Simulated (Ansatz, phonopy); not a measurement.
# AlNi (Pm-3m): a volume series of phonon spectra, part 3 of 3

Wanted: mode Grüneisen parameters of AlNi and a free-energy fit over volumes.

What experiment has found for this phase:
- heat capacity C_P per formula unit 45.9 J/mol/K near room temperature (given in “High-Throughput Prediction of Finite-Temperature Properties using the Quasi-Harmonic Approximation”, 2016, arXiv:1603.06924)

Ansatz 0.2.0; DFT PBEsol, scalar-relativistic, plane waves, PAW.

So far. Step 10 (A cell at another volume, V/V0 1.03): The run ends at a pressure of -4.80 GPa. Step 11 (Phonons, V/V0 1.03): No mode is imaginary beyond numerical noise at the solved wavevectors. The highest zone-centre mode (no LO–TO term) moved by -5.8 % for a volume change of +3.0 %.

The database entry behind the starting cell differs from later determinations by our own check (about 0.2 % short), so it need not match the best structure at ambient conditions.

## Step 12: A cell at another volume, V/V0 0.97

Symmetry fixes every atom, so a single point at the scaled cell gives the energy and pressure of this member.

The cell differs from the one that the last finished run ended in (a 2.890 → 2.833 Å, b 2.890 → 2.833 Å, c 2.890 → 2.833 Å).

Contents of input.yaml:

```yaml
crystal:
  lattice:
    - [2.8331112148, 0.0, 0.0]
    - [0.0, 2.8331112148, 0.0]
    - [0.0, 0.0, 2.8331112148]
  atoms:
    - { symbol: Al, position: [0.0, 0.0, 0.0] }
    - { symbol: Ni, position: [0.5, 0.5, 0.5] }
kpoints:
  mp_grid: { grid: [16, 16, 16] }
hamiltonian:
  xc: pbesol
scf:
  occupations: { method: methfessel_paxton, width: 0.2 }
  lower_state_search: "off"
output:
  forces: true
  stress: true
  eigenvalues: true
```

Command:

```console
$ ansatz run input.yaml --threads 8 --pin off --max-ram 16384MiB --backend cpu --events-out ev --progress --plain --runs-dir out
```

Numbers of over 12 decimals in the logs are rounded to 6 here.

What it wrote:

```text
[...]
Crystal: 2 atoms, lattice volume = 22.740 Å³
Basis set: ecut = 420 eV, 461 PW (Γ), exchange–correlation on 40×40×40 points (8 copies of the dense FFT grid, shifted against one another)
Bands: 15, of which v1, the nominal top of the filled ones, is band 11 counted from 1 (10 counted from 0)
Symmetry: 48 space group operations
[...]
k-points: 165 of 4096
[...]
--- Band table (eV; the first three rows and the last of 165) ---
  k-point 0: bands = [... 7 lower, 13.0965, 13.0965, 13.0965, 20.4184, 20.4184, 20.4184, 23.0099, 23.0099]
  k-point 1: bands = [... 7 lower, 13.0624, 13.0624, 13.1002, 19.6004, 20.5172, 20.5172, 23.0105, 23.7608]
  k-point 2: bands = [... 7 lower, 12.9681, 12.9681, 13.1107, 18.1850, 20.8060, 20.8060, 23.0123, 24.9492]
  k-point 164: bands = [... 7 lower, 13.7001, 13.7001, 16.6357, 16.6357, 16.6357, 18.8895, 19.4376, 19.4376]
[key lines of the parts left out:]
SCF converged after 6 iterations
Free energy (F): -6330.851838 eV
Fermi energy:    14.727755 eV
P = ⅓ Tr σ = 5.6364 GPa (56.364 kbar)
```

Wall time 0.66 s (8 threads of Arm Neoverse V1, shared host); peak memory 0.36 GiB.

The run ends at a pressure of 5.64 GPa.

## Step 13: Lattice dynamics at this volume, V/V0 0.97

The same q-mesh and k-mesh are kept at every volume, so that much of their error can cancel in the differences.

input.yaml, the sections that differ from step 12:

```yaml
output:
  eigenvalues: true
phonons:
  method: dfpt
  qmesh: [4, 4, 4]
  temperatures: { t_max: 1000, t_step: 50 }
  qpath:
    path:
      - [[0.0, 0.0, 0.0], [0.0, 0.5, 0.0], [0.5, 0.5, 0.0], [0.0, 0.0, 0.0], [0.5, 0.5, 0.5], [0.0, 0.5, 0.0]]
      - [[0.5, 0.5, 0.5], [0.5, 0.5, 0.0]]
    npoints: 10
# crystal, kpoints, hamiltonian, scf: as in step 12
```

What it wrote:

```text
[...]
Crystal: 2 atoms, lattice volume = 22.740 Å³
Basis set: ecut = 420 eV, 461 PW (Γ), exchange–correlation on 40×40×40 points (8 copies of the dense FFT grid, shifted against one another)
Bands: 15, of which v1, the nominal top of the filled ones, is band 11 counted from 1 (10 counted from 0)
Symmetry: 48 space group operations
k-points: 165 of 4096
[...]
k-point 164: bands = [... 7 lower, 13.7001, 13.7001, 16.6357, 16.6357, 16.6357, 18.8895, 19.4376, 19.4376]
[...]
ASR residual: 7.512e-5 → 0.000e0 eV/Å²; symmetrization residual: 3.881e-7 eV/Å²
  ASR residual per site (eV/Å²): 6.84e-5 7.51e-5
  Γ frequencies (cm⁻¹): 0.00 0.00 0.00 320.59 320.59 320.59
--- Phonons (arbitrary-q DFPT): 10 irreducible q on the 4×4×4 mesh ---
[...]
interpolated dispersion: 62 rows × 6 modes
[...]
[key lines of the parts left out:]
SCF converged after 7 iterations
Free energy (F): -6330.851838 eV
Fermi energy:    14.727750 eV
```

Elapsed: 2.7 min, on 8 threads; peak memory 2.2 GiB.

No mode is imaginary beyond numerical noise at the solved wavevectors. The highest zone-centre mode (no LO–TO term) moved by +6.1 % for a volume change of -3.0 %.

## Step 14: Single point at a scaled cell, V/V0 1.05

Symmetry fixes every atom, so a single point at the scaled cell gives the energy and pressure of this member.

The cell differs from the one that the last finished run ended in (a 2.833 → 2.909 Å, b 2.833 → 2.909 Å, c 2.833 → 2.909 Å).

input.yaml, the sections that differ from step 13:

```yaml
crystal:
  lattice:
    - [2.908949252, 0.0, 0.0]
    - [0.0, 2.908949252, 0.0]
    - [0.0, 0.0, 2.908949252]
  atoms:
    - { symbol: Al, position: [0.0, 0.0, 0.0] }
    - { symbol: Ni, position: [0.5, 0.5, 0.5] }
output:
  forces: true
  stress: true
  eigenvalues: true
  write_density: true
  write_potential: true
  elf: true
  volumetric_format: npy
# kpoints, hamiltonian, scf: as in step 13
# phonons: removed
```

What it wrote:

```text
[...]
Crystal: 2 atoms, lattice volume = 24.615 Å³
Basis set: ecut = 420 eV, 461 PW (Γ), exchange–correlation on 40×40×40 points (8 copies of the dense FFT grid, shifted against one another)
Bands: 15, of which v1, the nominal top of the filled ones, is band 11 counted from 1 (10 counted from 0)
Symmetry: 48 space group operations
[...]
k-points: 165 of 4096
[...]
--- Band table (eV; the first three rows and the last of 165) ---
  k-point 0: bands = [... 7 lower, 11.8929, 11.8929, 11.8929, 18.7121, 18.7121, 18.7121, 21.3867, 21.3867]
  k-point 1: bands = [... 7 lower, 11.8621, 11.8621, 11.8961, 17.9466, 18.8056, 18.8056, 21.3919, 22.0734]
  k-point 2: bands = [... 7 lower, 11.7771, 11.7771, 11.9054, 16.5940, 19.0791, 19.0791, 21.4074, 23.1483]
  k-point 164: bands = [... 7 lower, 12.4311, 12.4311, 15.3340, 15.3340, 15.3340, 16.8168, 17.7227, 17.7227]
[key lines of the parts left out:]
SCF converged after 6 iterations
Free energy (F): -6330.834814 eV
Fermi energy:    13.363447 eV
P = ⅓ Tr σ = -7.6030 GPa (-76.030 kbar)
```

Elapsed: 0.91 s, on 8 threads; peak memory 0.37 GiB; 5 s of CPU time.

The run ends at a pressure of -7.60 GPa.

## Step 15: Lattice dynamics at this volume, V/V0 1.05

Phonons at this volume give one point of F(V, T); meshes stay fixed along the series.

input.yaml, the sections that differ from step 14:

```yaml
output:
  eigenvalues: true
phonons:
  method: dfpt
  qmesh: [4, 4, 4]
  temperatures: { t_max: 1000, t_step: 50 }
  qpath:
    path:
      - [[0.0, 0.0, 0.0], [0.0, 0.5, 0.0], [0.5, 0.5, 0.0], [0.0, 0.0, 0.0], [0.5, 0.5, 0.5], [0.0, 0.5, 0.0]]
      - [[0.5, 0.5, 0.5], [0.5, 0.5, 0.0]]
    npoints: 10
# crystal, kpoints, hamiltonian, scf: as in step 14
```

What it wrote:

```text
[...]
Crystal: 2 atoms, lattice volume = 24.615 Å³
Basis set: ecut = 420 eV, 461 PW (Γ), exchange–correlation on 40×40×40 points (8 copies of the dense FFT grid, shifted against one another)
Bands: 15, of which v1, the nominal top of the filled ones, is band 11 counted from 1 (10 counted from 0)
Symmetry: 48 space group operations
k-points: 165 of 4096
[...]
k-point 164: bands = [... 7 lower, 12.4310, 12.4310, 15.3340, 15.3340, 15.3340, 16.8168, 17.7227, 17.7227]
[...]
ASR residual: 2.637e-5 → 0.000e0 eV/Å²; symmetrization residual: 2.428e-6 eV/Å²
  ASR residual per site (eV/Å²): 2.64e-5 2.29e-5
  Γ frequencies (cm⁻¹): 0.00 0.00 0.00 273.36 273.36 273.36
--- Phonons (arbitrary-q DFPT): 10 irreducible q on the 4×4×4 mesh ---
[...]
interpolated dispersion: 62 rows × 6 modes
[...]
[key lines of the parts left out:]
SCF converged after 7 iterations
Free energy (F): -6330.834814 eV
Fermi energy:    13.363443 eV
```

The job ended after 2.9 min (8 threads; peak memory 2.3 GiB; 21 min of CPU time).

No LO-TO term. Phonon branches along the path, in cm⁻¹:

```
    point  branch 1  branch 2  branch 3  branch 4  branch 5  branch 6
        Γ         0         0         0       273       273       273
        X       155       155       188       248       248       344
        M       119       119       179       241       325       325
        Γ         0         0         0       273       273       273
        R       147       147       147       315       315       315
        X       155       155       188       248       248       344
jump to R       147       147       147       315       315       315
        M       119       119       179       241       325       325
```

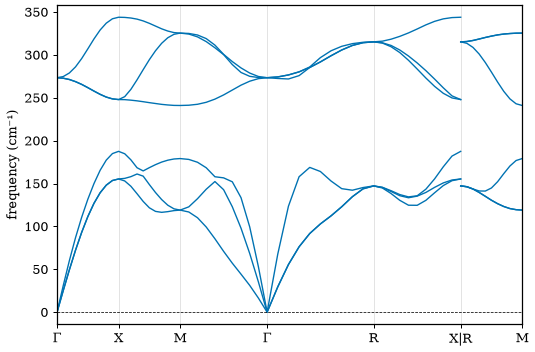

Phonon branches along the path.

No mode is imaginary beyond numerical noise at the solved wavevectors. The highest zone-centre mode (no LO–TO term) moved by -9.6 % for a volume change of +5.0 %.

## Step 16: How the modes move with volume

This step: DFT PBEsol, scalar-relativistic, plane waves, PAW (phonopy 4.10.0).

This step gave:

- share of modes with a negative Grüneisen parameter: 0

Mean Grüneisen, by row:

```
T (K)  heat-capacity-weighted mean  root mean square
   50                        2.015             2.039
  100                        1.992             2.013
  200                        1.952              1.97
  300                        1.942             1.959
  500                        1.936             1.953
  800                        1.934              1.95
```

Mean mode Grueneisen parameter against wavenumber:

| wavenumber (cm⁻¹) | mean mode Grueneisen parameter |
| --- | --- |
| 6 | - |
| 44 | 1.43 |
| 81 | 1.79 |
| 131 | 2.14 |
| 168 | 2.04 |
| 205 | 2.04 |
| 242 | - |
| 292 | 1.82 |
| 330 | 1.85 |
| 367 | 1.77 |

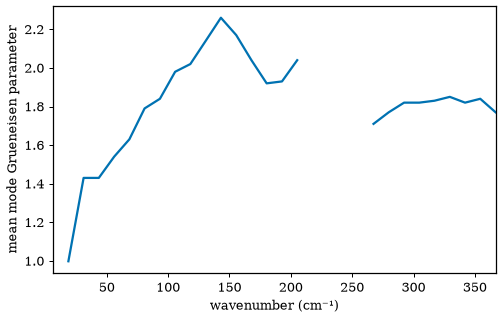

Mean mode Grueneisen parameter, plotted against wavenumber.

Volume series, by row:

```
 V/V0  V (Å³/atom)  pressure (GPa)  E - E0 (meV/atom)  gap (eV)  zero-point energy (meV/atom)  lowest on the path (cm⁻¹)  highest at Gamma without the LO-TO term (cm⁻¹)
 0.97        11.37           5.636              6.023         0                         45.92                          0                                           320.6
0.985        11.55           2.705              1.465         0                         44.65                          0                                           311.3
    1        11.72               0                  0         0                          43.4                          0                                           302.3
1.015         11.9          -2.497              1.388         0                         42.19                          0                                           293.4
 1.03        12.07          -4.802              5.407         0                         40.99                          0                                           284.7
 1.05        12.31          -7.603              14.52         0                         39.44                          0                                           273.4
```

Optical frequency at Gamma without the LO-TO term, mode 4 against V/V0:

```
  V/V0  optical frequency at Gamma without the LO-TO term, mode 4 (cm⁻¹)
0.9700                                                               321
0.9850                                                               311
1.0000                                                               302
1.0150                                                               293
1.0300                                                               285
1.0500                                                               273
```

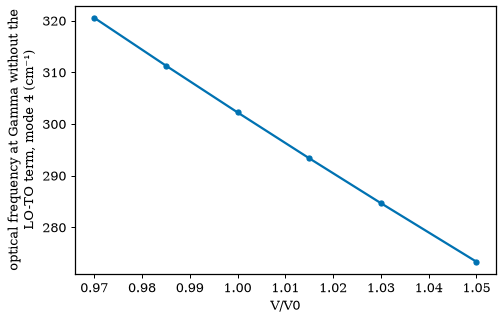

Optical frequency at Gamma without the LO-TO term, mode 4, plotted against V/V0.

Grüneisen at points, by row:

| point | branch | frequency (cm⁻¹) | mode Grüneisen parameter |
| --- | --- | --- | --- |
| Γ | 4 | 302.3 | 1.98 |
| X | 1 | 172.7 | 2.07 |
| X | 3 | 208.3 | 2.07 |
| X | 4 | 270 | 1.69 |
| X | 6 | 373.3 | 1.65 |
| M | 1 | 130.4 | 1.81 |
| M | 3 | 196.2 | 1.8 |
| M | 4 | 262.3 | 1.68 |
| M | 5 | 359.2 | 1.96 |
| R | 1 | 170 | 2.75 |
| R | 4 | 343.1 | 1.69 |

## Step 17: Quasi-harmonic fit by phonopy

This step gave:

```
volume expansion coefficient at 300 K : 38.14 1e-6/K
isothermal bulk modulus at 300 K      : 162.5 GPa
C_P at 300 K                          : 22.87 J/mol-atom/K
Grüneisen parameter at 300 K          : 1.985
```

The energy (each curve on its own zero) by volume; values in meV/atom:

```
volume (Å³/atom)  static  F at 0 K  F at 300 K  F at 1000 K
          11.370    6.02      9.18        12.4         25.4
          11.546    1.46      3.35        5.37         13.3
          11.722       0      0.64        1.41         4.33
          11.898    1.39      0.81        0.29        -1.88
          12.073    5.41      3.64        1.79        -5.55
          12.308    14.5      11.2        7.52        -6.82
```

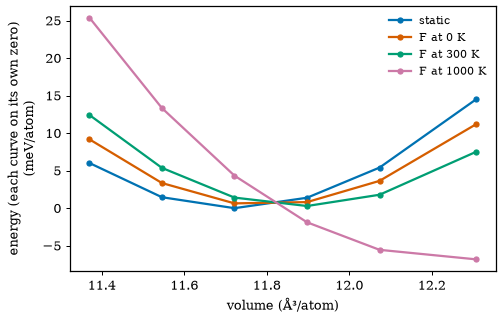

Energy (each curve on its own zero), plotted against volume.

Phonopy-qha, vinet fit of F(V) at each temperature; no electronic free energy. Qha vinet, by row:

```
T (K)  fitted volume (Å³/atom)  alpha_V (1e-6/K)  B_T (GPa)  C_P (J/mol-atom/K)  Grueneisen
  100                    11.81             19.32      168.9                11.6       1.995
  150                    11.82             27.85      167.6               16.88       1.982
  200                    11.84              32.9      165.9               19.92        1.98
  250                    11.86             36.02      164.3               21.73       1.981
  300                    11.88             38.14      162.5               22.87       1.985
  350                    11.91             39.72      160.7               23.65        1.99
  400                    11.93             40.98      158.9               24.22       1.995
  450                    11.95             42.06        157               24.66       2.002
  500                    11.98             43.04      155.1               25.02       2.009
  550                    12.01             43.95      153.2               25.33       2.016
  600                    12.03             44.82      151.3                25.6       2.024
  650                    12.06             45.68      149.3               25.85       2.032
  700                    12.09             46.54      147.3               26.09       2.041
  750                    12.12             47.41      145.3               26.32        2.05
  800                    12.14              48.3      143.2               26.54       2.059
  850                    12.17              49.2      141.2               26.75       2.068
```

Table of volume expansion coefficient, phonopy-qha, Vinet by temperature:

```
temperature (K)  volume expansion coefficient, phonopy-qha, Vinet (1e-6/K)
             75                                                       13.3
            125                                                       24.1
            200                                                       32.9
            250                                                       36.0
            325                                                       39.0
            375                                                       40.4
            425                                                       41.5
            500                                                       43.0
            550                                                       44.0
            600                                                       44.8
            675                                                       46.1
            725                                                       47.0
            800                                                       48.3
            850                                                       49.2
```

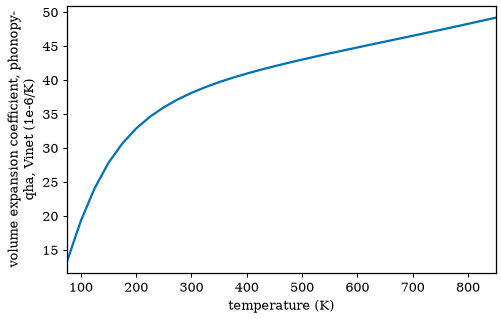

Volume expansion coefficient, phonopy-qha, Vinet against temperature.

The fit gives a volume expansion of 38.1 × 10⁻⁶/K at 300 K.

## Step 18: What came out

| Property | Result |
| --- | --- |
| volume expansion coefficient at 300 K | 38.14 1e-6/K |
| isothermal bulk modulus at 300 K | 162.5 GPa |
| C_P at 300 K | 22.87 J/mol-atom/K |
| Grüneisen parameter at 300 K | 1.985 |
| mean mode Grüneisen parameter at 300 K | 1.94 |

What this shows: Near room temperature AlNi expands by 38.1 × 10⁻⁶/K in volume by PBEsol, with C_P = 22.9 J/(mol K) per mole of atoms and B_T = 162 GPa. The table stops at 850 K because beyond it the fitted volume comes within 1 % of the largest computed cell, where the fit loses its support. C_P at room temperature is 92 % of the classical 3R an atom, so the stiffest modes are still partly frozen out. A measured heat capacity per formula unit near room temperature is 45.9 J/mol/K (arXiv:1603.06924); the calculated 45.7 J/mol/K agrees within half a per cent. The fit leaves out the electrons' free energy, which adds to C_P and to the expansion of a metal at high temperature. The heat-capacity-weighted Grüneisen parameter goes from 2.02 at 50 K to 1.93 at 800 K. Weighting γ by the density of states and each mode's heat capacity at 300 K, modes below 120 cm⁻¹ give about 9 % of the sum of γC that drives the expansion, those up to 250 cm⁻¹ 48 % and the rest 43 %. Among the labelled points γ is largest for branch 1 at R (170 cm⁻¹, 2.8) and smallest for branch 6 at X (373 cm⁻¹, 1.6). The program warned that a few bands missed the eigensolver's threshold in at least one of the runs. The PAW files were made for PBE and are used here under another functional, for which the program regenerates the frozen cores. The run has no spin polarisation although the cell holds an element with an open d or f shell; a magnetic state could change the volume and the force constants.

[Logs are printed without paths, hosts, clocks, repeated set-up lines and the standing remarks that a program may print on its own settings, such as how far it seeks lower states.]

[Hosts, paths, dates, database ids (printed as entryN), source tags and the programs' standing remarks are cut or masked in the printed files.]

[A step with changed settings may run another functional than the one named; its input shows which.]

[Of the runs on displaced cells, only some may be shown.]
